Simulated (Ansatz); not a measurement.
**Bi2Te3, response to strain**

Consider Bi2Te3 in the Bi2Te3 type structure (space group R-3m, No. 166; a = 4.3956 Å, c = 31.3889 Å (hexagonal axes)). Axes: x lies along a and z along c of the hexagonal cell.

Strains are applied to the cell and any free atomic positions relax.

Calculations: r2SCAN+rVV10 (Ansatz, a program for electronic structure, PAW, spin-orbit coupling left out), earlier PAW set.

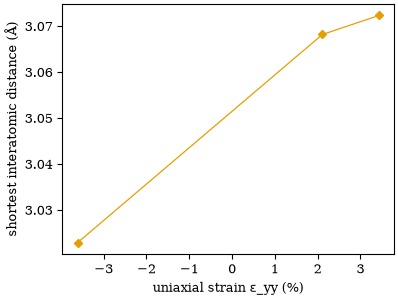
Fig. 1. Shortest interatomic distance against uniaxial strain ε_yy

```tsv
uniaxial strain ε_yy (%)	shortest interatomic distance
-3.61	3.023 Å
2.11	3.068 Å
3.43	3.072 Å
```

No phonon test of stability was made.
